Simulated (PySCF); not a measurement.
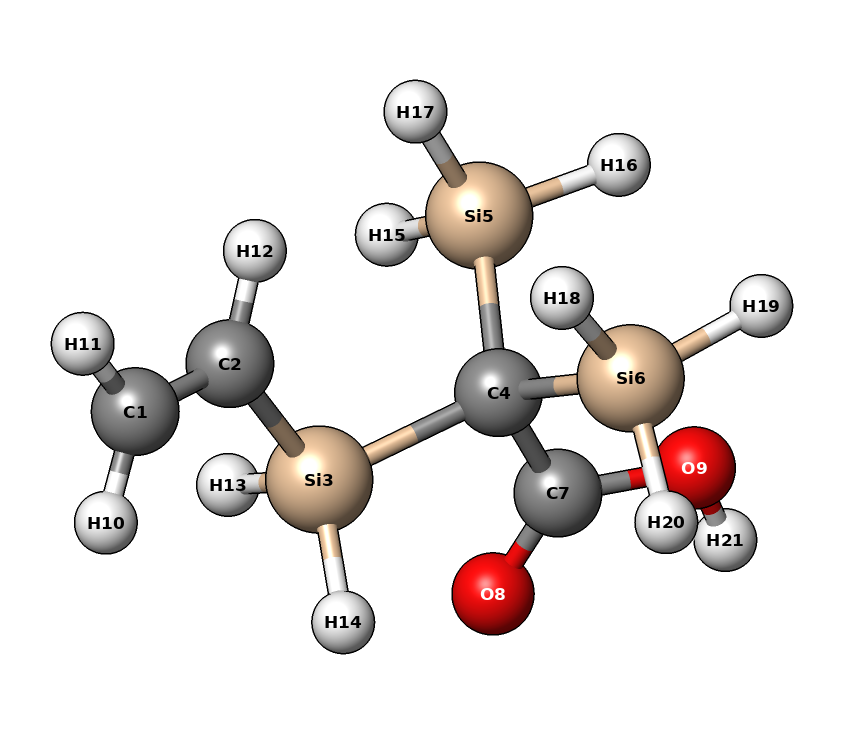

Every bond is drawn as one stick. The computed structure is the end point of a GFN2-xTB optimisation. No frequency run is at hand to confirm it as a minimum. Level of theory: PBE0/pcSseg-1 (PySCF 2.14.0).

### Which bond between heavy atoms has the highest Mayer bond order?

C1–C2, 2.02, at a length of 1.322 Å.

List the Mayer bond orders of C1–C2, C2–Si3, Si3–C4, C4–Si5, C4–Si6, C4–C7, C7–O8, C7–O9 (bonds between heavy atoms, one of each equivalent set).

```json
{"bond": "C1–C2", "Mayer order": "2.02", "length (Å)": "1.322"}
{"bond": "C2–Si3", "Mayer order": "0.84", "length (Å)": "1.885"}
{"bond": "Si3–C4", "Mayer order": "0.78", "length (Å)": "1.916"}
{"bond": "C4–Si5", "Mayer order": "0.81", "length (Å)": "1.908"}
{"bond": "C4–Si6", "Mayer order": "0.80", "length (Å)": "1.907"}
{"bond": "C4–C7", "Mayer order": "0.97", "length (Å)": "1.455"}
{"bond": "C7–O8", "Mayer order": "1.89", "length (Å)": "1.213"}
{"bond": "C7–O9", "Mayer order": "1.10", "length (Å)": "1.349"}
```

The geometry is semi-empirical. Around Si such bond lengths and angles can be off by a tenth of an ångström or more and by several degrees, and values that hang on the shape move with them.
